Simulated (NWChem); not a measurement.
# AlGeNH4O (SMILES [NH2][GeH]1[O][AlH]1) at B3LYP/6-31G(d) (spherical functions)

Aim: the vertical ionisation energy of AlGeNH4O at B3LYP/6-31G* (spherical functions), from 2 runs. 

Program for the calculation: NWChem 7.3.0.

### Step 1. The structure to begin with

AlGeNH4O has 8 atoms, charge 0, and is taken as a singlet. SMILES: `[NH2][GeH]1[O][AlH]1`. The shape is that of a PBE0-D4/def2-TZVP optimisation. This is one conformer, not always the lowest.

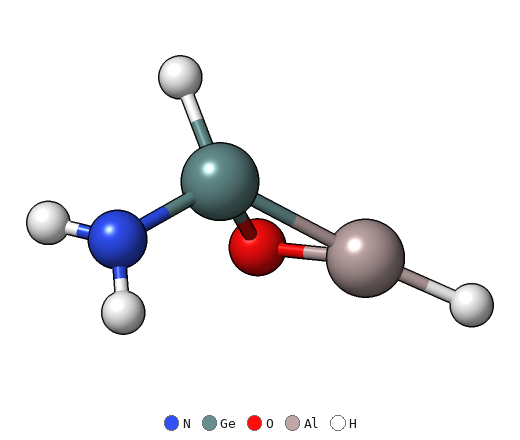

The structure, seen from a chosen angle (nitrogen blue, germanium teal, oxygen red, aluminium light grey, hydrogen white).

### Step 2. Energy and forces at B3LYP/6-31G(d) (spherical functions)

run.nw reads:

```
start run
memory total 2200 mb

geometry units au noautosym nocenter noautoz
  N   -1.89104893   2.51409164   0.97207512
  Ge   0.45183352   0.00018897   1.18466931
  O    2.22515251  -0.65384524  -1.85854564
  Al   0.81541682  -3.50903244  -1.45338836
  H   -1.25213253   4.30177255   1.15632342
  H   -3.17870831   2.40221985  -0.42726708
  H    2.33929197   0.96735080   3.18494441
  H    0.66461668  -6.13046052  -2.86406891
end

basis "ao basis" spherical bse
  * library 6-31G*
end

dft
  xc b3lyp
  grid xfine
  convergence energy 1e-08
  maxiter 100
  mulliken
  print medium
end

task dft gradient
```

Launch:

```bash
$ nwchem run.nw > run.out
```

Log:

```text
[...]
          Wavefunction type:  closed shell.
          No. of atoms     :     8
          No. of electrons :    64
[...]
          Charge           :     0
          Spin multiplicity:     1
[...]
          AO basis - number of functions:    86
[...]
              XC Information
              --------------
                         B3LYP Method XC Potential
                     Hartree-Fock (Exact) Exchange  0.200
                        Slater Exchange Functional  0.800 local
                    Becke 1988 Exchange Functional  0.720 non-local
              Lee-Yang-Parr Correlation Functional  0.810
                  VWN I RPA Correlation Functional  0.190 local
[...]
 d= 0,ls=0.0,diis     1  -2451.4382502548 -2.79D+03  3.44D-02  1.21D+00     3.0
[...]
 d= 0,ls=0.0,diis    11  -2451.5937829618 -4.05D-09  5.59D-07  1.19D-09    25.2
         Total DFT energy =    -2451.593782961798
      One electron energy =    -4090.887086056644
           Coulomb energy =     1413.830004791760
    Exchange-Corr. energy =     -114.830052181396
 Nuclear repulsion energy =      340.293350484483
[...]
      Total Density - Mulliken Population Analysis
     ---------------------------------------------
    Atom       Charge   Shell Charges
 -----------   ------   -------------------------------------------------------
    1 N    7     7.77   2.00  0.78  2.51  0.83  1.64  0.02
    2 Ge  32    31.69   2.00  2.00  6.00  2.00  5.99  1.27  1.88  0.03  0.31  6.86  2.94  0.41
    3 O    8     8.60   2.00  0.91  2.84  0.98  1.85  0.01
    4 Al  13    12.57   2.00  2.00  5.96  0.83  1.07  0.25  0.27  0.19
    5 H    1     0.67   0.51  0.16
    6 H    1     0.68   0.51  0.17
    7 H    1     0.98   0.49  0.49
    8 H    1     1.05   0.49  0.56
[...]
  wavefunction    = closed shell
                         DFT ENERGY GRADIENTS
    atom               coordinates                        gradient
                 x          y          z           x          y          z
   1 N      -1.891049   2.514092   0.972075    0.004617  -0.002424  -0.004030
   2 Ge      0.451834   0.000189   1.184669    0.002315   0.002873  -0.007679
   3 O       2.225153  -0.653845  -1.858546   -0.009936  -0.007314   0.009510
   4 Al      0.815417  -3.509032  -1.453388    0.004550   0.011320   0.000266
   5 H      -1.252133   4.301773   1.156323   -0.002285  -0.004554  -0.000155
   6 H      -3.178708   2.402220  -0.427267    0.003123   0.000881   0.003833
   7 H       2.339292   0.967351   3.184944   -0.002274  -0.001759  -0.002510
   8 H       0.664617  -6.130461  -2.864069   -0.000108   0.000979   0.000765
[...]
```

Wall time 38 s (1 thread of AMD EPYC 9R45 (Zen 5), shared host); peak memory 0.15 GiB.

### Step 3. The doublet cation: the energy at UB3LYP/6-31G(d) (spherical functions)

mymol.nw reads:

```
start mymol
memory total 2200 mb
charge 1
geometry units angstroms noautosym nocenter noautoz
  N       -1.000700       1.330400       0.514400
  Ge       0.239100       0.000100       0.626900
  O        1.177500      -0.346000      -0.983500
  Al       0.431500      -1.856900      -0.769100
  H       -0.662600       2.276400       0.611900
  H       -1.682100       1.271200      -0.226100
  H        1.237900       0.511900       1.685400
  H        0.351700      -3.244100      -1.515600
end
basis spherical bse
  * library 6-31G*
end
dft
  xc b3lyp
  mult 2
  grid xfine
  convergence energy 1e-08
  iterations 100
  mulliken
  print medium
end
task dft energy
```

Launch:

```bash
$ nwchem mymol.nw > mymol.out
```

Log:

```text
[...]
          Wavefunction type:  spin polarized.
          No. of atoms     :     8
          No. of electrons :    63
[...]
          Charge           :     1
          Spin multiplicity:     2
[...]
          AO basis - number of functions:    86
[...]
              XC Information
              --------------
                         B3LYP Method XC Potential
                     Hartree-Fock (Exact) Exchange  0.200
                        Slater Exchange Functional  0.800 local
                    Becke 1988 Exchange Functional  0.720 non-local
              Lee-Yang-Parr Correlation Functional  0.810
                  VWN I RPA Correlation Functional  0.190 local
[...]
 d= 0,ls=0.0,diis     1  -2450.8675432551 -2.79D+03  2.90D-02  1.54D+00     4.1
[...]
 d= 0,ls=0.0,diis    17  -2451.2931719010 -4.12D-10  1.38D-07  3.65D-11    60.0
[...]
         Total DFT energy =    -2451.293171900951
      One electron energy =    -4075.915686403580
           Coulomb energy =     1398.847308099878
    Exchange-Corr. energy =     -114.518168497038
 Nuclear repulsion energy =      340.293374899789
[...]
      Total Density - Mulliken Population Analysis
     ---------------------------------------------
    Atom       Charge   Shell Charges
 -----------   ------   -------------------------------------------------------
    1 N    7     7.70   2.00  0.79  2.50  0.82  1.58  0.02
    2 Ge  32    31.54   2.00  2.00  6.00  2.00  5.99  1.32  1.88 -0.02  0.17  6.86  2.94  0.41
    3 O    8     8.45   2.00  0.93  2.80  0.99  1.71  0.02
    4 Al  13    12.27   2.00  2.00  5.96  0.91  1.00  0.11  0.10  0.17
    5 H    1     0.60   0.49  0.11
    6 H    1     0.62   0.50  0.13
    7 H    1     0.87   0.47  0.40
    8 H    1     0.94   0.47  0.48
[...]
      <S2> =      0.7564 (Exact =     0.7500)
[...]
```

Wall time 61 s (1 thread of AMD EPYC 9R45 (Zen 5), shared host); peak memory 0.14 GiB.

### Step 4. Results

Level: B3LYP/6-31G* (spherical functions).

```
                                          quantity           value
                    singlet AlGeNH4O: total energy  -2451.59378 Eh
                   singlet AlGeNH4O: dipole moment          1.34 D
                     singlet AlGeNH4O: HOMO energy        -5.96 eV
                     singlet AlGeNH4O: LUMO energy        -1.36 eV
                   singlet AlGeNH4O: HOMO–LUMO gap         4.60 eV
        singlet AlGeNH4O: largest force on an atom      0.801 eV/Å
                      doublet cation: total energy  -2451.29317 Eh
doublet cation: HOMO energy (highest over α and β)       -12.43 eV
 doublet cation: LUMO energy (lowest over α and β)       -10.40 eV
                              doublet cation: ⟨S²⟩           0.756
vertical ionisation energy (to the doublet cation)        8.180 eV
```

The vertical ionisation energy comes to 8.18 eV (189 kcal/mol). The largest force (singlet AlGeNH4O) is 0.80 eV/Å: the shape isn't a stationary point for this species at this level. The negative HOMO energy of the first species, 5.96 eV, lies 2.22 eV below that difference. Mulliken charges (singlet AlGeNH4O) run from -0.77 on N1 to +0.43 on Al4; they depend strongly on the basis.
